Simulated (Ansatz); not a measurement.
# TiPNH$_{7}$ClO$_{2}$: geometry relaxation (part 2 of 2)

Continued. System: TiPNH$_{7}$ClO$_{2}$. Method: RHF/def2-SVP (Ansatz 0.2.0). The input holds or restrains some coordinates. Forces given for the steps count only the free coordinates. It belongs to a series of runs on one base structure; here: pulled along the bonds that form and break, towards end A.

Geometry of the input (Å):
```
Ti 0.0000  0.0000  0.0000
Cl 0.0000  0.0000  2.7200
N  1.9426  0.0000  -0.6860
H  2.4408  -0.9180  -0.8667
H  2.4438  0.9180  -0.8582
O  -0.9043  1.5667  -0.6394
H  -1.8621  1.3360  -0.8617
O  -0.9043  -1.5667  -0.6394
H  -1.3590  -2.0324  0.1330
P  1.0197  2.3713  0.8577
H  2.1318  2.1296  1.7069
H  1.4373  3.1400  -0.2609
H  0.6028  1.4019  2.1738
```

Trajectory as extended XYZ, continued:
```
13
Properties=species:S:1:pos:R:3:forces:R:3 step=3 energy=-50514.12247
Ti   -0.0457   -0.1913    0.0363    2.9429   4.8164  -0.7942
Cl   -0.1250   -0.3109    2.5859   -0.3433  -0.8344  -2.0777
N     1.8825   -0.0232   -0.6696   -2.2355  -0.6651   0.8006
H     2.4247   -0.8816   -0.8670   -0.5284   1.2430   0.0617
H     2.4152    0.8624   -0.8466   -1.0774  -1.8797   0.3704
O    -0.9082    1.4628   -0.6145    0.2324  -3.7159   1.1290
H    -1.8349    1.3458   -0.8595    0.8970   0.3373   0.1152
O    -0.9069   -1.5656   -0.5983   -0.0245  -0.0974   1.1174
H    -1.3563   -2.0344    0.1100   -0.1131  -0.3308  -0.6044
P     1.1308    2.6845    1.0569    0.3048   3.1611   3.0283
H     2.2054    2.1513    1.6981    2.6501   0.6711  -0.6048
H     1.4291    3.1212   -0.2599   -0.5162  -2.0497  -0.0613
H     0.6785    1.7253    2.0073   -2.1888  -0.6557  -2.4801
13
Properties=species:S:1:pos:R:3:forces:R:3 step=4 energy=-50515.88406
Ti   -0.0413   -0.2077    0.0509    2.4821   4.5308  -0.8428
Cl   -0.1603   -0.4122    2.5018   -0.1875  -0.4794  -1.8836
N     1.8488   -0.0334   -0.6549   -1.7849  -0.4627   0.7618
H     2.4135   -0.8653   -0.8643   -0.5278   0.8275   0.1117
H     2.3932    0.8347   -0.8397   -1.0762  -1.4267   0.3513
O    -0.8981    1.4049   -0.5922    0.3730  -3.1890   1.1264
H    -1.8205    1.3482   -0.8565    0.7574   0.1795   0.1119
O    -0.9030   -1.5655   -0.5833   -0.1002  -0.3913   0.6245
H    -1.3614   -2.0433    0.1045   -0.2256  -0.4417  -0.3686
P     1.1786    2.8494    1.1492    0.6522   2.7144   2.1394
H     2.2530    2.1663    1.6825    2.0416   0.6392  -0.6611
H     1.4182    3.0714   -0.2618   -0.5599  -1.9870   0.6301
H     0.6685    1.7989    1.9429   -1.8442  -0.5137  -2.1010
13
Properties=species:S:1:pos:R:3:forces:R:3 step=5 energy=-50517.81064
Ti   -0.0092   -0.1569    0.0380    1.1766   1.6468  -0.4815
Cl   -0.1820   -0.4873    2.3977   -0.0284  -0.1087  -1.2239
N     1.8034   -0.0471   -0.6301   -0.8157  -0.1897   0.3636
H     2.3846   -0.8510   -0.8566   -0.4765   0.2972   0.1426
H     2.3489    0.7980   -0.8264   -0.7643  -0.6838   0.2439
O    -0.8844    1.3272   -0.5555   -0.0823  -1.4935   0.5101
H    -1.7949    1.3385   -0.8506    0.6032   0.0946   0.1002
O    -0.8853   -1.5587   -0.5599    0.1504   0.0314   0.5478
H    -1.3645   -2.0514    0.1004   -0.0514  -0.2423  -0.3392
P     1.2405    3.0015    1.2541    0.6830   0.1952   0.6063
H     2.3341    2.1999    1.6509    0.9888   0.7935  -0.5055
H     1.3908    2.9828   -0.2213   -0.4908  -0.9759   1.5223
H     0.6071    1.8508    1.8386   -0.8927   0.6352  -1.4866
13
Properties=species:S:1:pos:R:3:forces:R:3 step=6 energy=-50518.60279
Ti    0.0136   -0.1136    0.0235    0.3325  -0.3274   0.4574
Cl   -0.1785   -0.5087    2.3412    0.0095   0.0105  -0.7683
N     1.7659   -0.0580   -0.6117    0.0865  -0.0799  -0.0636
H     2.3351   -0.8599   -0.8429   -0.2915   0.0167   0.0967
H     2.3028    0.7737   -0.8184   -0.3434  -0.1751   0.1029
O    -0.8870    1.2984   -0.5274   -0.3656  -0.0887  -0.0248
H    -1.7775    1.3272   -0.8538    0.1643   0.1350  -0.0166
O    -0.8462   -1.5462   -0.5466    0.1139   0.0353   0.2644
H    -1.3444   -2.0558    0.0826    0.0059  -0.1705  -0.2587
P     1.3062    3.0243    1.3325   -0.0626  -0.6600  -0.3393
H     2.4888    2.2831    1.6244   -0.0877   0.3421  -0.2380
H     1.3439    2.8842   -0.1305   -0.0823  -0.1271   1.3291
H     0.4664    1.8975    1.7064    0.5205   1.0891  -0.5411
13
Properties=species:S:1:pos:R:3:forces:R:3 step=7 energy=-50518.75339
Ti   -0.0267   -0.0771    0.0348   -0.0802  -0.6905   0.6047
Cl   -0.2740   -0.4447    2.3387    0.0550  -0.0260  -0.6446
N     1.7055   -0.0287   -0.6035    0.0930   0.0319   0.0648
H     2.2981   -0.8273   -0.7561   -0.1571  -0.0531  -0.0210
H     2.2042    0.8127   -0.8251    0.0293   0.0108  -0.0389
O    -0.9943    1.2933   -0.5042   -0.1735   0.0321  -0.1467
H    -1.8443    1.3055   -0.9219    0.0882   0.1526   0.0192
O    -0.7501   -1.5667   -0.5620   -0.0695  -0.0050   0.1654
H    -1.2855   -2.1279   -0.0163    0.0083  -0.1371  -0.1697
P     1.3759    3.0113    1.3372    0.2027   0.0198  -0.0150
H     2.6235    2.3763    1.5841   -0.1971   0.0750   0.0759
H     1.3851    2.7095   -0.0422   -0.0643   0.2210   0.0560
H     0.5717    1.9101    1.7155    0.2654   0.3686   0.0499
13
Properties=species:S:1:pos:R:3:forces:R:3 step=8 energy=-50518.81983
Ti   -0.0492   -0.0867    0.0649   -0.2448  -0.7435   0.4656
Cl   -0.2556   -0.4367    2.3770    0.0019  -0.0051  -0.7028
N     1.6889   -0.0594   -0.5484   -0.1618  -0.0203   0.0187
H     2.2083   -0.8870   -0.7794   -0.0150  -0.0701  -0.0082
H     2.1953    0.7639   -0.8075    0.1198   0.0856  -0.0103
O    -0.9567    1.3220   -0.5036   -0.0057  -0.2059   0.0359
H    -1.7859    1.4619   -0.9343    0.0148   0.0776  -0.0109
O    -0.7417   -1.5909   -0.5422   -0.0230   0.1646   0.1788
H    -1.2262   -2.2880   -0.1204    0.0703   0.0630  -0.1189
P     1.3582    3.0257    1.3231    0.0484   0.3610   0.2765
H     2.6246    2.4442    1.5510    0.0061  -0.0073  -0.0308
H     1.3164    2.7700   -0.0600   -0.0043  -0.0115   0.0227
H     0.6125    1.9076    1.7589    0.1934   0.3119  -0.1163
13
Properties=species:S:1:pos:R:3:forces:R:3 step=9 energy=-50518.84103
Ti   -0.0464   -0.0903    0.1004   -0.5761  -0.7213   0.4853
Cl   -0.2541   -0.4390    2.4089    0.0090   0.0127  -0.6514
N     1.6938   -0.0885   -0.4961    0.1343  -0.0640  -0.0788
H     2.1323   -0.9396   -0.8059   -0.0167   0.0349   0.0147
H     2.2967    0.6977   -0.6484    0.0108   0.0302   0.0026
O    -0.9753    1.2886   -0.4791    0.0016   0.1117   0.0406
H    -1.7604    1.5624   -0.9274    0.0694  -0.0437   0.0338
O    -0.7470   -1.5656   -0.5313    0.1070   0.0223   0.0113
H    -1.1991   -2.3460   -0.2513   -0.0074   0.0055  -0.0092
P     1.3372    3.0432    1.3250    0.0848   0.2742   0.1487
H     2.6387    2.5022    1.4040    0.0415   0.0201   0.0127
H     1.1909    2.8555   -0.0641    0.0031   0.0058   0.0396
H     0.6817    1.8657    1.7443    0.1388   0.3115  -0.0499
13
Properties=species:S:1:pos:R:3:forces:R:3 step=10 energy=-50518.84314
Ti   -0.0520   -0.1143    0.1148   -0.3397  -0.4606   0.4898
Cl   -0.2576   -0.4256    2.4301    0.0036  -0.0772  -0.7215
N     1.6921   -0.1072   -0.4793    0.0428  -0.0247  -0.0281
H     2.1295   -0.9552   -0.7987   -0.0113   0.0474   0.0031
H     2.2958    0.6826   -0.6155   -0.0147  -0.0239   0.0213
O    -0.9505    1.3064   -0.4161    0.2271  -0.1532   0.1325
H    -1.7192    1.6073   -0.8637   -0.2285   0.0738  -0.1389
O    -0.7380   -1.5731   -0.5659   -0.0572  -0.1469   0.1308
H    -1.1919   -2.3664   -0.3192    0.0505   0.1193  -0.0683
P     1.3162    3.0474    1.2856    0.1096   0.3218   0.2296
H     2.6276    2.5278    1.3749   -0.0064   0.0116   0.0215
H     1.1729    2.8401   -0.0980    0.0154  -0.0160   0.0030
H     0.6641    1.8767    1.7303    0.2088   0.3288  -0.0748
13
Properties=species:S:1:pos:R:3:forces:R:3 step=11 energy=-50518.84865
Ti   -0.0674   -0.1029    0.1046   -0.2912  -0.5743   0.4964
Cl   -0.2746   -0.4231    2.4189   -0.0030  -0.0393  -0.7086
N     1.6798   -0.0870   -0.4837    0.0164  -0.0178  -0.0270
H     2.1261   -0.9333   -0.7950   -0.0141   0.0390   0.0042
H     2.2785    0.7066   -0.6189   -0.0128  -0.0317   0.0140
O    -0.9790    1.3019   -0.4449   -0.0323  -0.0145  -0.0025
H    -1.7553    1.5889   -0.9000    0.0586  -0.0272   0.0314
O    -0.7319   -1.5823   -0.5533   -0.0021   0.0003   0.0646
H    -1.1789   -2.3747   -0.2985   -0.0003   0.0250  -0.0306
P     1.3404    3.0377    1.2917    0.0968   0.3638   0.2650
H     2.6554    2.5295    1.3930   -0.0150  -0.0008   0.0003
H     1.2001    2.8159   -0.0901    0.0060  -0.0360   0.0087
H     0.6956    1.8693    1.7553    0.1929   0.3135  -0.1160
```

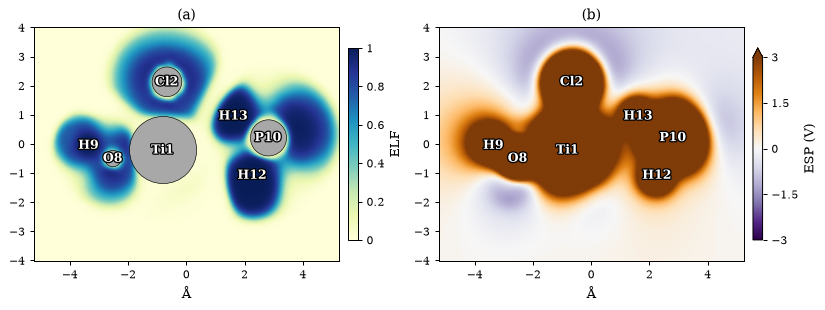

Figure 1. (a) ELF; (b) electrostatic potential on the plane of atoms Cl2, Ti1 and O8. Grey discs, where drawn, cover atomic cores. Ti–O (1.75 Å): the ELF peaks at about 0.80 in the valence shell of O, 0.5 Å from its nucleus, and drops to about 0.25 between the two atoms. Ti–Cl (2.35 Å): the ELF peaks at about 0.90 in the valence shell of Cl, 0.8 Å from its nucleus, and is about 0.45 at the midpoint. O–H (0.94 Å): the ELF climbs to about 1 towards the hydrogen, as it does in any bond to H; a covalent bond by its length. P–H (1.41 Å): the ELF climbs to about 1 towards the hydrogen.

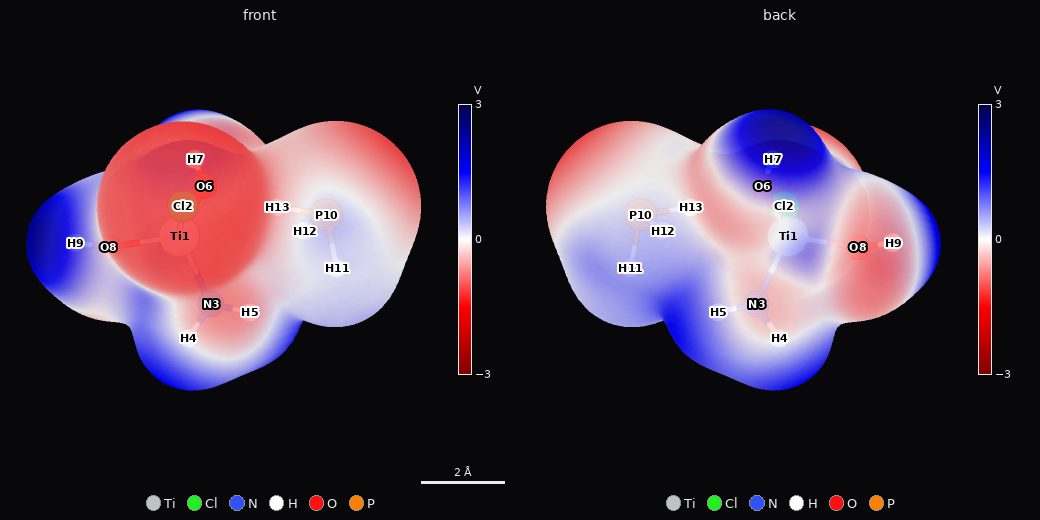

Figure 2. The electrostatic potential painted on the density surface at 0.001 e/bohr³, seen face on and from behind; the colour scale runs from red (negative) to blue (positive).

Results in brief:

- outcome: converged under the restraints of the input
- total energy: −50518.8487 eV
- mean-field energy: −50518.8487 eV
- largest force (length of the vector) at the end, held atoms and coordinates included: 0.813 eV/Å
- wall time: 31 s (CPU time 1.9 min)
- peak memory: 0.45 GiB
